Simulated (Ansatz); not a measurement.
**C3H13BOSi: small, medium and large basis sets**

Aim: see how fast density functionals converge with the basis set for C3H13BOSi.

Computed with Ansatz 0.2.0, Gaussian basis. Level: one geometry, several basis sets.

The runs, in order: PBE0-D4/def2-SVP; ωB97M-V/def2-SVP; PBE0-D4/def2-QZVPP; ωB97M-V/def2-QZVPP; the functionals' def2-TZVPP values are taken from earlier runs.

1 further run of the same task is left out (it didn't finish). Runs told in other sessions of the task aren't counted.

### 1 Structure used throughout

All runs share one geometry, relaxed beforehand with PBE0-D4 in a triple-zeta def2 set.

19 atoms, charge 0, spin multiplicity 1.

Atoms are counted from 1 here; the program's logs count them from 0.

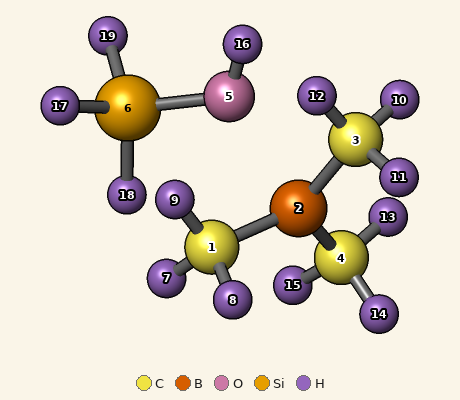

The geometry (carbon yellow, boron orange, oxygen pink, silicon amber, hydrogen purple); atoms are numbered from 1 in the order of the file.

### 2 PBE0-D4 in def2-SVP

File in.yaml:

```yaml
crystal:
  periodic: [false, false, false]
  atoms:
    - {symbol: C, position_ang: [-0.558515, -1.480722, 0.492000]}
    - {symbol: B, position_ang: [0.371763, -0.671344, -0.492628]}
    - {symbol: C, position_ang: [1.933713, -0.692715, -0.259580]}
    - {symbol: C, position_ang: [-0.192078, -0.221499, -1.892076]}
    - {symbol: O, position_ang: [0.121148, 1.445016, 0.544225]}
    - {symbol: Si, position_ang: [-1.270252, 1.884867, 1.330242]}
    - {symbol: H, position_ang: [-1.613128, -1.193315, 0.451125]}
    - {symbol: H, position_ang: [-0.521776, -2.532726, 0.174805]}
    - {symbol: H, position_ang: [-0.226932, -1.467636, 1.533886]}
    - {symbol: H, position_ang: [2.460469, 0.136834, -0.740000]}
    - {symbol: H, position_ang: [2.322606, -1.607108, -0.728742]}
    - {symbol: H, position_ang: [2.231201, -0.748317, 0.792415]}
    - {symbol: H, position_ang: [0.396096, 0.565058, -2.370546]}
    - {symbol: H, position_ang: [-0.152791, -1.093383, -2.560572]}
    - {symbol: H, position_ang: [-1.239371, 0.090726, -1.861901]}
    - {symbol: H, position_ang: [0.955599, 1.535544, 1.007641]}
    - {symbol: H, position_ang: [-1.444916, 1.120760, 2.592719]}
    - {symbol: H, position_ang: [-2.371711, 1.589879, 0.388702]}
    - {symbol: H, position_ang: [-1.243126, 3.335782, 1.654683]}
basis:
  gaussian: {orbitals: def2-SVP}
hamiltonian: {xc: pbe0, dispersion: d4}
output: {orbitals: {seedname: orbitals}}
```

Command:

```console
$ ansatz run in.yaml --threads 4 --pin off --events-out ev --progress --plain --max-ram 11315MiB
```

The program printed:

```text
Functional definition: PBE0
  name "PBE0"
  cite "Adamo & Barone, J. Chem. Phys. 110, 6158 (1999) doi:10.1063/1.478522"
  cite "Perdew, Burke & Ernzerhof, Phys. Rev. Lett. 77, 3865 (1996) doi:10.1103/PhysRevLett.77.3865"
  parent pbe
  parameter a = 0.25
  parameter kappa = 0.804
  parameter beta = 0.06672455060314922
  exchange = (1 - a)*pbe_x(kappa = kappa, mu = beta*pi^2/3) + a*exact_x
  correlation = pbe_c(beta = beta)
1721 factors; their error is unknown
mean field evaluation 1: about -13894.8996 eV, gradient 7.5e1 eV
mean field evaluation 2: about -13887.9897 eV, gradient 9.3e1 eV
mean field evaluation 4: about -13907.6738 eV, gradient 3.0e0 eV
mean field evaluation 8: about -13907.6882 eV, gradient 2.1e-2 eV
mean field -13907.73045192 eV, -511.0996671097 hartree, gradient 8.9e-5 eV, S^2 0.000000; 0 other end points of the search recorded, 0 dependent functions left out
reference -13907.73048454 eV, -511.0996683086 hartree; 29, 29 occupied and 124, 124 virtual orbitals, 1721 factors
Total energy: -13908.08075521 eV, -511.1125405181 hartree
```

It took 2.2 s on 4 threads of Arm Neoverse V1, shared host.

### 3 ωB97M-V in def2-SVP

in.yaml: that of step 2 with these lines changed.

```diff
@@ -24,3 +24,3 @@
   gaussian: {orbitals: def2-SVP}
-hamiltonian: {xc: pbe0, dispersion: d4}
+hamiltonian: {xc: {name: wB97M-V}}
 output: {orbitals: {seedname: orbitals}}
```

The command is unchanged.

The program printed (excerpt; [...] marks lines left out):

```text
Functional definition: wB97M-V
  name "wB97M-V"
  cite "Mardirossian & Head-Gordon, J. Chem. Phys. 144, 214110 (2016) doi:10.1063/1.4952647"
  cite "Becke, J. Chem. Phys. 107, 8554 (1997) doi:10.1063/1.475007"
  cite "Vydrov & Van Voorhis, J. Chem. Phys. 133, 244103 (2010) doi:10.1063/1.3521275"
  # Of w^i u^j: cxij and so on, Table III.
[...]
  gx(w, u) = 1 - cx + cx01*u + cx10*w
  gss(w, u) = css00 + css04*u^4 + css10*w + css20*w^2 + css43*w^4*u^3
  gos(w, u) = cos00 + cos10*w + (cos20 + cos21*u)*w^2 + (cos60 + cos61*u)*w^6
[...]
      + integral(e_c_pw_mod_opposite_spin*gos(b97_w_opposite, b97_u_opposite)) + vv10(b, c)
1721 factors; their error is unknown
489 factors; integrals over basis functions are off by at most 7.0e-6 eV
[...]
mean field -13914.17507777 eV, -511.3365027414 hartree, gradient 3.0e-5 eV, S^2 0.000000; 0 other end points of the search recorded, 0 dependent functions left out
reference -13914.17513125 eV, -511.3365047069 hartree; 29, 29 occupied and 124, 124 virtual orbitals, 1721 factors
Total energy: -13914.17513125 eV, -511.3365047069 hartree
```

Run time: 9.5 s. Hardware: 4 threads of Arm Neoverse V1, shared host.

### 4 PBE0-D4 in def2-QZVPP

in.yaml: that of step 3 with these lines changed.

```diff
@@ -23,4 +23,4 @@
 basis:
-  gaussian: {orbitals: def2-SVP}
-hamiltonian: {xc: {name: wB97M-V}}
+  gaussian: {orbitals: "def2-QZVPP.json"}
+hamiltonian: {xc: pbe0, dispersion: d4}
 output: {orbitals: {seedname: orbitals}}
```

Launched as before.

The program printed:

```text
Functional definition: PBE0
  name "PBE0"
  cite "Adamo & Barone, J. Chem. Phys. 110, 6158 (1999) doi:10.1063/1.478522"
  cite "Perdew, Burke & Ernzerhof, Phys. Rev. Lett. 77, 3865 (1996) doi:10.1103/PhysRevLett.77.3865"
  parent pbe
  parameter a = 0.25
  parameter kappa = 0.804
  parameter beta = 0.06672455060314922
  exchange = (1 - a)*pbe_x(kappa = kappa, mu = beta*pi^2/3) + a*exact_x
  correlation = pbe_c(beta = beta)
2103 factors; their error is unknown
mean field evaluation 1: about -13900.2055 eV, gradient 9.3e1 eV
mean field evaluation 2: about -13885.2283 eV, gradient 1.2e2 eV
mean field evaluation 4: about -13918.0207 eV, gradient 6.5e0 eV
mean field evaluation 8: about -13918.0943 eV, gradient 3.8e-1 eV
mean field evaluation 16: about -13918.0967 eV, gradient 3.0e-4 eV
mean field -13918.09669001 eV, -511.4806193332 hartree, gradient 3.7e-5 eV, S^2 0.000000; 0 other end points of the search recorded, 0 dependent functions left out
reference -13918.09674141 eV, -511.4806212219 hartree; 29, 29 occupied and 716, 716 virtual orbitals, 2103 factors
Total energy: -13918.44701207 eV, -511.4934934315 hartree
```

Wall time 26 s (4 threads of Arm Neoverse V1, shared host); peak memory 3.7 GiB.

### 5 ωB97M-V in def2-QZVPP

in.yaml: that of step 4 with these lines changed.

```diff
@@ -24,3 +24,3 @@
   gaussian: {orbitals: "def2-QZVPP.json"}
-hamiltonian: {xc: pbe0, dispersion: d4}
+hamiltonian: {xc: {name: wB97M-V}}
 output: {orbitals: {seedname: orbitals}}
```

Launched as before.

The program printed (excerpt; [...] marks lines left out):

```text
Functional definition: wB97M-V
  name "wB97M-V"
  cite "Mardirossian & Head-Gordon, J. Chem. Phys. 144, 214110 (2016) doi:10.1063/1.4952647"
  cite "Becke, J. Chem. Phys. 107, 8554 (1997) doi:10.1063/1.475007"
  cite "Vydrov & Van Voorhis, J. Chem. Phys. 133, 244103 (2010) doi:10.1063/1.3521275"
  # Of w^i u^j: cxij and so on, Table III.
[...]
  gx(w, u) = 1 - cx + cx01*u + cx10*w
  gss(w, u) = css00 + css04*u^4 + css10*w + css20*w^2 + css43*w^4*u^3
  gos(w, u) = cos00 + cos10*w + (cos20 + cos21*u)*w^2 + (cos60 + cos61*u)*w^6
[...]
      + integral(e_c_pw_mod_opposite_spin*gos(b97_w_opposite, b97_u_opposite)) + vv10(b, c)
2083 factors; their error is unknown
622 factors; integrals over basis functions are off by at most 9.6e-6 eV
[...]
mean field -13924.91857522 eV, -511.7313189906 hartree, gradient 2.4e-5 eV, S^2 0.000000; 0 other end points of the search recorded, 0 dependent functions left out
reference -13924.91865927 eV, -511.7313220792 hartree; 29, 29 occupied and 716, 716 virtual orbitals, 2083 factors
Total energy: -13924.91865927 eV, -511.7313220792 hartree
```

It took 51 s on 4 threads of Arm Neoverse V1, shared host; peak memory 4.6 GiB.

### 6 Density functionals: the series

The def2-TZVPP values come from earlier runs at the same geometry.

| functional | basis | functions | energy (eV) | from the largest (eV) | HOMO (eV) | LUMO (eV) |
| --- | --- | --- | --- | --- | --- | --- |
| PBE0-D4 | def2-SVP | 153 | -13908.0808 | 10.366 | -8.06 | 0.26 |
| PBE0-D4 | def2-TZVPP | 379 | -13917.8122 | 0.635 | -8.17 | -0.23 |
| PBE0-D4 | def2-QZVPP | 745 | -13918.4470 | 0.000 | -8.18 | -0.41 |
| ωB97M-V | def2-SVP | 153 | -13914.1751 | 10.744 | -10.38 | 2.10 |
| ωB97M-V | def2-TZVPP | 379 | -13924.3189 | 0.600 | -10.50 | 1.37 |
| ωB97M-V | def2-QZVPP | 745 | -13924.9187 | 0.000 | -10.51 | 0.97 |

### 7 Results

| quantity | value |
| --- | --- |
| PBE0-D4: double and triple zeta above quadruple | 10.37, 0.63 eV |
| ωB97M-V: double and triple zeta above quadruple | 10.74, 0.60 eV |

What this shows: For PBE0-D4 the step from double to triple zeta gains 9.73 eV and the next only 0.63 eV. These are total energies; as a rule much of such shifts cancels in differences, which this series doesn't test. The LUMO of ωB97M-V is positive and keeps falling with the basis (2.10 to 0.97 eV): an unbound level that the basis holds in place.

For PBE0-D4 the largest set took about 12 times as long as the smallest (26 s against 2.2 s).
